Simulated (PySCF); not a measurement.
**Geometry relaxation of C₆H₁₁AlO₂ (part 2 of 2)**

C₆H₁₁AlO₂; PBE0-D3(BJ)/def2-SVP geometry optimisation, gas phase (PySCF 2.14.0). 

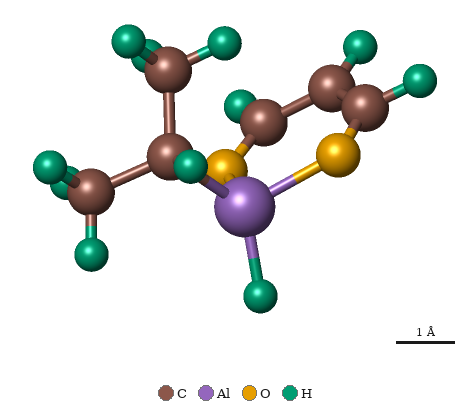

*The geometry at step 18 of the log (ball-and-stick view, seen at a tilt).*

Trajectory as extended XYZ, continued:
```
20
Properties=species:S:1:pos:R:3:forces:R:3 step=13 energy=-17069.96663
C    -1.6950   -0.4657   -0.7922    0.0246   0.0014  -0.0291
C    -1.3620    0.2671    0.5067    0.0003  -0.0355   0.1077
C    -2.3088   -0.1307    1.6428   -0.0186  -0.0031  -0.0691
Al    0.5265    0.0969    1.0618    0.0487  -0.0139  -0.0015
O     1.4910    1.4924    0.2610    0.0111   0.0555   0.0077
C     2.2471    1.4163   -0.7503    0.0240  -0.0226  -0.0294
C     2.5976    0.2394   -1.4185   -0.0026   0.0204   0.0179
C     2.1720   -1.0074   -0.9531    0.0169  -0.0028   0.0317
O     1.4251   -1.2053    0.0494   -0.0847  -0.0007  -0.0470
H    -1.0526   -0.1427   -1.6289   -0.0109   0.0069  -0.0117
H    -1.5628   -1.5561   -0.6922   -0.0013  -0.0185   0.0099
H    -2.7423   -0.2992   -1.1051    0.0000   0.0034   0.0014
H    -1.4962    1.3521    0.3221   -0.0059   0.0071   0.0072
H    -2.1110    0.4373    2.5664   -0.0042  -0.0053   0.0048
H    -2.2116   -1.2002    1.8989    0.0005  -0.0009   0.0008
H    -3.3682    0.0361    1.3757   -0.0173   0.0000   0.0000
H     0.9624   -0.0663    2.5801    0.0229   0.0280   0.0098
H     2.6636    2.3718   -1.1157   -0.0097   0.0024   0.0026
H     3.2556    0.2923   -2.2850    0.0002  -0.0053  -0.0073
H     2.5199   -1.9124   -1.4808    0.0060  -0.0166  -0.0065
20
Properties=species:S:1:pos:R:3:forces:R:3 step=14 energy=-17069.97247
C    -1.6688   -0.4137   -0.7884    0.0270   0.0003  -0.0332
C    -1.3570    0.2881    0.5330    0.0047  -0.0554   0.1047
C    -2.2896   -0.1804    1.6541   -0.0203   0.0050  -0.0585
Al    0.5390    0.1541    1.0765    0.0180  -0.0111   0.0191
O     1.4942    1.5167    0.2110    0.0050   0.0426  -0.0030
C     2.2237    1.3993   -0.8159    0.0262   0.0031  -0.0248
C     2.5567    0.1975   -1.4472    0.0039   0.0180   0.0048
C     2.1465   -1.0300   -0.9213    0.0183  -0.0195   0.0365
O     1.4261   -1.1873    0.1073   -0.0886  -0.0206  -0.0486
H    -1.0376   -0.0469   -1.6157   -0.0088   0.0064  -0.0074
H    -1.5045   -1.5028   -0.7205   -0.0011  -0.0041   0.0081
H    -2.7210   -0.2697   -1.0965   -0.0003   0.0045   0.0034
H    -1.5277    1.3736    0.3850   -0.0040   0.0059   0.0081
H    -2.1061    0.3559    2.5993   -0.0032  -0.0032   0.0040
H    -2.1617   -1.2562    1.8672    0.0018   0.0000   0.0020
H    -3.3547   -0.0344    1.3959   -0.0037   0.0002  -0.0027
H     0.9852    0.0526    2.5977    0.0277   0.0307  -0.0008
H     2.6318    2.3393   -1.2273   -0.0055   0.0042  -0.0021
H     3.1924    0.2161   -2.3317   -0.0014  -0.0010  -0.0050
H     2.4837   -1.9559   -1.4193    0.0043  -0.0060  -0.0044
20
Properties=species:S:1:pos:R:3:forces:R:3 step=15 energy=-17069.99125
C    -1.5793   -0.1944   -0.7556    0.0200   0.0118  -0.0330
C    -1.3368    0.3576    0.6512    0.0220  -0.0245  -0.0367
C    -2.1839   -0.3920    1.6823   -0.0024  -0.0043   0.0117
Al    0.5885    0.3910    1.1098   -0.0945  -0.0001   0.1223
O     1.4800    1.6035   -0.0119   -0.1102  -0.0484   0.0004
C     2.1096    1.3165   -1.0720    0.0316   0.0222   0.0058
C     2.3925    0.0278   -1.5311    0.0297  -0.0127  -0.0479
C     2.0410   -1.1014   -0.7864    0.0189  -0.0145   0.0255
O     1.4091   -1.0913    0.3095   -0.0352  -0.0383  -0.0047
H    -1.0171    0.3537   -1.5317   -0.0074  -0.0017   0.0180
H    -1.2793   -1.2552   -0.8269   -0.0082   0.0322  -0.0050
H    -2.6467   -0.1484   -1.0410    0.0037   0.0001   0.0024
H    -1.6593    1.4187    0.6576    0.0123  -0.0001   0.0065
H    -2.0452   -0.0029    2.7041    0.0027   0.0120   0.0025
H    -1.9306   -1.4665    1.7108    0.0179   0.0080   0.0041
H    -3.2654   -0.3334    1.4542    0.0427   0.0138  -0.0078
H     1.1144    0.5499    2.6019    0.0349   0.0148  -0.0346
H     2.4705    2.1771   -1.6619    0.0129  -0.0031  -0.0180
H     2.9456   -0.0975   -2.4613    0.0010   0.0035  -0.0024
H     2.3429   -2.0970   -1.1583    0.0077   0.0293  -0.0092
20
Properties=species:S:1:pos:R:3:forces:R:3 step=16 energy=-17069.99702
C    -1.5640   -0.0763   -0.7448    0.0019   0.0086  -0.0143
C    -1.3305    0.3848    0.6963    0.0004   0.0135  -0.0950
C    -2.0994   -0.4951    1.6828   -0.0071  -0.0142   0.0128
Al    0.5958    0.5005    1.1113   -0.0594   0.0002   0.1399
O     1.4343    1.6231   -0.1328   -0.0720  -0.0156  -0.0393
C     2.0302    1.2566   -1.1887    0.0386   0.0563   0.0206
C     2.3189   -0.0614   -1.5486    0.0138  -0.0126  -0.0208
C     2.0112   -1.1264   -0.6977    0.0157  -0.0407   0.0378
O     1.4151   -1.0331    0.4148    0.0071  -0.0415  -0.0508
H    -1.0511    0.5616   -1.4854   -0.0121  -0.0033   0.0217
H    -1.2009   -1.1082   -0.8979   -0.0098   0.0184  -0.0095
H    -2.6368   -0.0776   -1.0128   -0.0024  -0.0065   0.0050
H    -1.7233    1.4179    0.7871    0.0166  -0.0026   0.0128
H    -1.9538   -0.1804    2.7291   -0.0067   0.0092   0.0054
H    -1.7803   -1.5501    1.6156    0.0152   0.0055   0.0103
H    -3.1883   -0.4851    1.4865    0.0250   0.0062  -0.0012
H     1.1551    0.7986    2.5690    0.0330   0.0045  -0.0299
H     2.3565    2.0689   -1.8615    0.0047  -0.0010  -0.0090
H     2.8423   -0.2576   -2.4839   -0.0044   0.0003   0.0042
H     2.3193   -2.1448   -0.9951    0.0020   0.0152  -0.0006
20
Properties=species:S:1:pos:R:3:forces:R:3 step=17 energy=-17070.00160
C    -1.5956   -0.0629   -0.7442   -0.0238   0.0034   0.0170
C    -1.3508    0.3875    0.6990   -0.0081   0.0173  -0.1123
C    -2.0839   -0.5177    1.6886   -0.0039  -0.0129   0.0275
Al    0.5761    0.5200    1.0923   -0.0269  -0.0037   0.0805
O     1.3970    1.6256   -0.1764    0.0003  -0.0268  -0.1036
C     2.0358    1.2518   -1.2054   -0.0003   0.0683   0.0368
C     2.3611   -0.0661   -1.5327   -0.0138   0.0001   0.0156
C     2.0272   -1.1238   -0.6821    0.0076  -0.0453   0.0263
O     1.3870   -1.0249    0.4049    0.0421  -0.0154  -0.0427
H    -1.1080    0.5949   -1.4831    0.0051   0.0108   0.0043
H    -1.2157   -1.0853   -0.9170    0.0050   0.0081  -0.0005
H    -2.6721   -0.0829   -0.9958   -0.0043  -0.0033   0.0048
H    -1.7639    1.4107    0.8045    0.0235   0.0059   0.0233
H    -1.9264   -0.2105    2.7357   -0.0106   0.0065  -0.0018
H    -1.7424   -1.5642    1.6042    0.0001  -0.0031   0.0120
H    -3.1751   -0.5260    1.5109   -0.0030  -0.0130   0.0002
H     1.1652    0.8446    2.5319    0.0178  -0.0054  -0.0111
H     2.3656    2.0572   -1.8851    0.0001   0.0046   0.0069
H     2.9186   -0.2695   -2.4466   -0.0028   0.0042   0.0095
H     2.3509   -2.1425   -0.9603   -0.0042  -0.0003   0.0071
20
Properties=species:S:1:pos:R:3:forces:R:3 step=18 energy=-17070.00554
C    -1.6428   -0.0183   -0.7405   -0.0366   0.0063   0.0243
C    -1.3725    0.3922    0.7090   -0.0182  -0.0101  -0.0432
C    -2.0454   -0.5670    1.6931    0.0115   0.0091   0.0114
Al    0.5575    0.5603    1.0663    0.0147  -0.0200  -0.0155
O     1.3404    1.6247   -0.2614    0.0179  -0.0039  -0.0819
C     2.0196    1.2304   -1.2559   -0.0050   0.0158   0.0455
C     2.3946   -0.0898   -1.5168   -0.0262  -0.0039   0.0261
C     2.0562   -1.1248   -0.6391    0.0215   0.0086  -0.0210
O     1.3812   -1.0023    0.4233    0.0086   0.0205   0.0168
H    -1.1992    0.6832   -1.4662    0.0069   0.0054  -0.0046
H    -1.2349   -1.0200   -0.9608    0.0170  -0.0064  -0.0042
H    -2.7252   -0.0663   -0.9619    0.0001  -0.0061   0.0025
H    -1.8141    1.3974    0.8585    0.0242   0.0110   0.0329
H    -1.8698   -0.2817    2.7438   -0.0102   0.0069  -0.0065
H    -1.6684   -1.5977    1.5718   -0.0039  -0.0011   0.0043
H    -3.1398   -0.6098    1.5465   -0.0183  -0.0177  -0.0071
H     1.1819    0.9481    2.4742    0.0018  -0.0091   0.0104
H     2.3406    2.0167   -1.9616   -0.0033   0.0026   0.0034
H     2.9836   -0.3139   -2.4055    0.0013   0.0034   0.0025
H     2.4068   -2.1454   -0.8734   -0.0038  -0.0112   0.0039
20
Properties=species:S:1:pos:R:3:forces:R:3 step=19 energy=-17070.00710
C    -1.6818    0.0170   -0.7331   -0.0264   0.0138   0.0152
C    -1.3859    0.3938    0.7198   -0.0134  -0.0184  -0.0005
C    -2.0130   -0.6066    1.6941    0.0067   0.0099   0.0043
Al    0.5474    0.5923    1.0439    0.0287  -0.0316  -0.0488
O     1.2996    1.6225   -0.3298    0.0034   0.0116  -0.0291
C     2.0045    1.2118   -1.2985   -0.0096  -0.0112   0.0188
C     2.4146   -0.1073   -1.5074   -0.0086  -0.0086   0.0164
C     2.0813   -1.1221   -0.6045    0.0117   0.0190  -0.0322
O     1.3873   -0.9804    0.4429   -0.0087   0.0341   0.0351
H    -1.2749    0.7521   -1.4469    0.0022   0.0000  -0.0064
H    -1.2521   -0.9660   -0.9933    0.0155  -0.0062  -0.0036
H    -2.7678   -0.0546   -0.9291    0.0015  -0.0079   0.0019
H    -1.8449    1.3840    0.9106    0.0206   0.0105   0.0183
H    -1.8249   -0.3398    2.7476   -0.0082   0.0040  -0.0037
H    -1.6111   -1.6237    1.5419   -0.0008  -0.0003   0.0044
H    -3.1089   -0.6766    1.5680   -0.0111  -0.0116  -0.0081
H     1.1923    1.0293    2.4280   -0.0064  -0.0046   0.0149
H     2.3148    1.9805   -2.0280    0.0007   0.0018   0.0019
H     3.0223   -0.3471   -2.3792    0.0034   0.0022  -0.0014
H     2.4514   -2.1433   -0.8038   -0.0011  -0.0064   0.0027
20
Properties=species:S:1:pos:R:3:forces:R:3 step=20 energy=-17070.00748
C    -1.7282    0.0581   -0.7195   -0.0103   0.0111   0.0015
C    -1.3977    0.3933    0.7354   -0.0039  -0.0159   0.0295
C    -1.9709   -0.6539    1.6943   -0.0054   0.0077  -0.0061
Al    0.5386    0.6296    1.0158    0.0293  -0.0331  -0.0451
O     1.2523    1.6175   -0.4105   -0.0149   0.0136   0.0140
C     1.9808    1.1874   -1.3521    0.0116  -0.0194  -0.0034
C     2.4314   -0.1268   -1.5009    0.0005  -0.0035  -0.0001
C     2.1108   -1.1148   -0.5651    0.0080   0.0146  -0.0138
O     1.4022   -0.9499    0.4693   -0.0185   0.0269   0.0227
H    -1.3674    0.8312   -1.4178   -0.0024  -0.0032  -0.0022
H    -1.2741   -0.8998   -1.0288    0.0072  -0.0023  -0.0023
H    -2.8169   -0.0436   -0.8842    0.0008  -0.0085   0.0022
H    -1.8722    1.3650    0.9771    0.0114   0.0065   0.0006
H    -1.7690   -0.4099    2.7506   -0.0035   0.0021  -0.0008
H    -1.5419   -1.6535    1.5052    0.0050   0.0015   0.0047
H    -3.0670   -0.7556    1.5892   -0.0001  -0.0027  -0.0052
H     1.2001    1.1267    2.3723   -0.0098   0.0032   0.0100
H     2.2775    1.9334   -2.1103   -0.0028  -0.0002  -0.0023
H     3.0573   -0.3838   -2.3548   -0.0007   0.0012  -0.0039
H     2.5049   -2.1346   -0.7220   -0.0017   0.0003  -0.0001
20
Properties=species:S:1:pos:R:3:forces:R:3 step=21 energy=-17070.00756
C    -1.7425    0.0627   -0.7136    0.0033   0.0040  -0.0042
C    -1.3990    0.3895    0.7401    0.0036  -0.0071   0.0271
C    -1.9634   -0.6634    1.6976   -0.0085   0.0033  -0.0057
Al    0.5387    0.6330    1.0069    0.0149  -0.0201  -0.0244
O     1.2395    1.6156   -0.4299   -0.0104   0.0086   0.0223
C     1.9748    1.1846   -1.3656    0.0024  -0.0111  -0.0145
C     2.4380   -0.1264   -1.5029    0.0075   0.0012  -0.0031
C     2.1241   -1.1096   -0.5604   -0.0031  -0.0007  -0.0039
O     1.4124   -0.9427    0.4719   -0.0109   0.0162   0.0056
H    -1.3946    0.8434   -1.4101   -0.0044  -0.0019   0.0015
H    -1.2834   -0.8890   -1.0352    0.0008  -0.0003   0.0005
H    -2.8319   -0.0469   -0.8676    0.0007  -0.0058   0.0019
H    -1.8713    1.3596    0.9928    0.0038   0.0033  -0.0058
H    -1.7615   -0.4202    2.7541   -0.0006   0.0016   0.0007
H    -1.5288   -1.6601    1.5060    0.0051   0.0006   0.0034
H    -3.0591   -0.7717    1.5937    0.0042  -0.0002  -0.0018
H     1.2008    1.1428    2.3590   -0.0083   0.0059   0.0033
H     2.2651    1.9267   -2.1301   -0.0009   0.0004  -0.0012
H     3.0675   -0.3841   -2.3539   -0.0008  -0.0002  -0.0020
H     2.5252   -2.1279   -0.7095    0.0015   0.0023   0.0003
20
Properties=species:S:1:pos:R:3:forces:R:3 step=22 energy=-17070.00759
C    -1.7490    0.0604   -0.7077    0.0087  -0.0048  -0.0054
C    -1.3976    0.3851    0.7447    0.0016   0.0034   0.0096
C    -1.9595   -0.6676    1.7033   -0.0038  -0.0006  -0.0005
Al    0.5408    0.6327    1.0013   -0.0003  -0.0023   0.0042
O     1.2322    1.6160   -0.4394   -0.0025  -0.0015   0.0106
C     1.9687    1.1859   -1.3748    0.0019   0.0034  -0.0073
C     2.4396   -0.1227   -1.5089    0.0024   0.0015  -0.0059
C     2.1314   -1.1049   -0.5637   -0.0007  -0.0042   0.0102
O     1.4204   -0.9383    0.4694   -0.0011  -0.0016  -0.0118
H    -1.4097    0.8443   -1.4048   -0.0036  -0.0001   0.0035
H    -1.2871   -0.8882   -1.0350   -0.0021   0.0008   0.0021
H    -2.8388   -0.0550   -0.8545   -0.0003  -0.0027   0.0009
H    -1.8666    1.3561    1.0006   -0.0022  -0.0012  -0.0064
H    -1.7600   -0.4214    2.7595    0.0009   0.0009   0.0009
H    -1.5215   -1.6634    1.5147    0.0032   0.0008   0.0020
H    -3.0547   -0.7795    1.5976    0.0041   0.0009   0.0007
H     1.2007    1.1496    2.3522   -0.0024   0.0050  -0.0023
H     2.2542    1.9275   -2.1415   -0.0018   0.0006  -0.0031
H     3.0696   -0.3791   -2.3599   -0.0020  -0.0006  -0.0013
H     2.5374   -2.1215   -0.7101    0.0001   0.0022  -0.0006
```

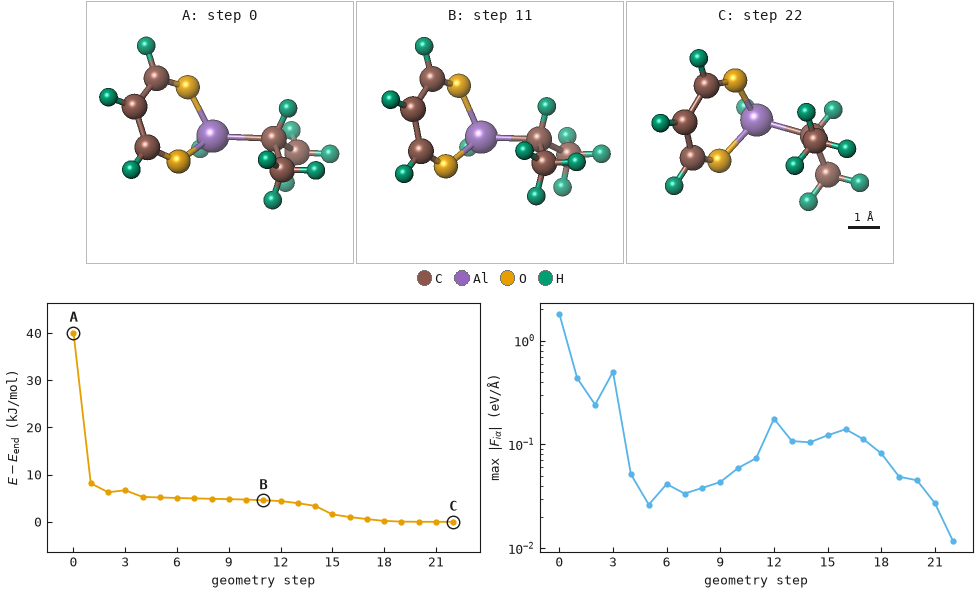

*Frames of the relaxation (ball-and-stick view, seen at a tilt) above the curves, on which the letters mark them (steps are counted from 0).*

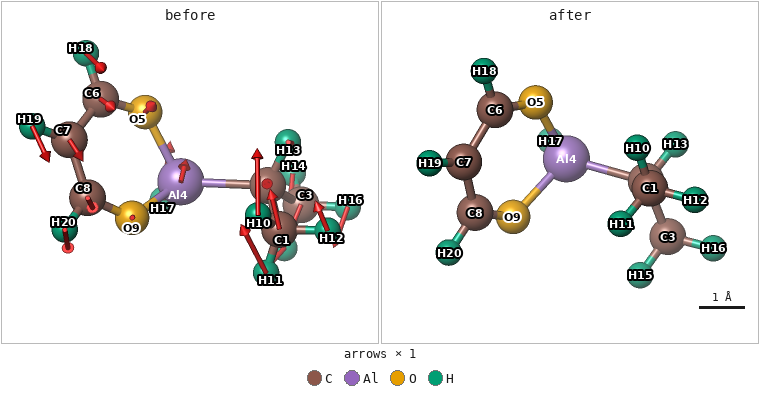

*Before (left) and after (right) the relaxation, at one scale (ball-and-stick view, seen at a tilt). The red arrows give the displacements, at true length.*

The atom that moves furthest after the best rigid fit is H10 (1.57 Å). Largest moves by element: H 1.57 Å, C 0.96 Å, O 0.95 Å, Al 0.64 Å. Among the contacts that change: C2–Al4 2.052 → 1.971 Å, Al4–O5 1.804 → 1.876 Å, Al4–H17 1.531 → 1.590 Å, C1–H11 1.066 → 1.105 Å. Among the angles that change: Al4–C2–H13 115.5° → 106.0°, C3–C2–Al4 105.0° → 111.5°, C2–Al4–O5 114.8° → 109.2°. The energy falls by 40.1 kJ/mol in 22 geometry steps. Largest force component: 1.8 eV/Å at the start, 0.012 eV/Å at the end. (Atoms are counted from 1 in the order of the input.)

This output came from the following input.

Input:
```
{"job": {"xc": "PBE0", "basis": "def2-SVP", "d3": "d3bj", "grid": 1, "shake": 0.01, "kind": "geom"}, "charge": 0, "multiplicity": 1}
C     -2.022100    -0.746450    -0.816990
C     -1.545300     0.243070     0.260130
C     -2.325590     0.007420     1.561260
Al     0.426810     0.002280     0.773420
O      1.493770     1.396280     0.356130
C      2.516410     1.469740    -0.371630
C      3.029360     0.400630    -1.112050
C      2.389780    -0.819660    -1.068110
O      1.336230    -1.055750    -0.361240
H     -1.514000    -0.562530    -1.750070
H     -1.886400    -1.756040    -0.504530
H     -3.104800    -0.588080    -0.999650
H     -1.832340     1.273190    -0.087750
H     -1.990200     0.714230     2.342050
H     -2.117330    -1.006870     1.943040
H     -3.383240     0.138310     1.446070
H      0.800410    -0.404520     2.201640
H      3.030470     2.437090    -0.411570
H      3.894590     0.523110    -1.719230
H      2.752450    -1.650060    -1.650840
```

The first line tells a small driver script what to run in PySCF; the rest is the geometry in Å.

Launched with:
```bash
OMP_NUM_THREADS=1 python <driver script> task.json out
```

Summary:

- outcome: converged
- total energy: −627.311214 hartree
- dipole moment: 3.90 D
- point group: C1
- hardware: 1 CPU thread, shared host
- wall time: 17 min
- peak memory: 0.86 GiB
